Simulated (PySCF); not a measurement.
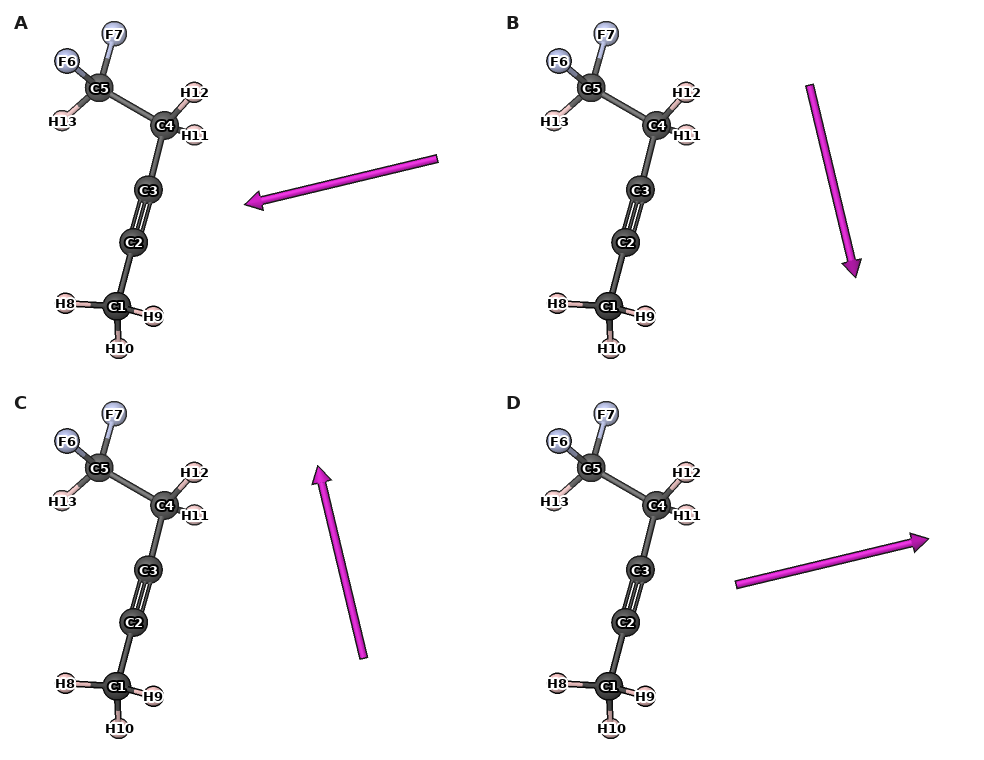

The same molecule four times, each with an arrow. Computed geometry: GFN2-xTB optimisation. No frequency run is at hand to confirm it as a minimum. Method: CAM-B3LYP/def2-SVPD, gas phase (PySCF 2.14.0).

Question: Which arrow points along the dipole moment, from the negative to the positive end?

Answer: B. The dipole moment is 2.69 D; it points from the side of F7 to the side of H10 (the outermost atoms at the two ends).
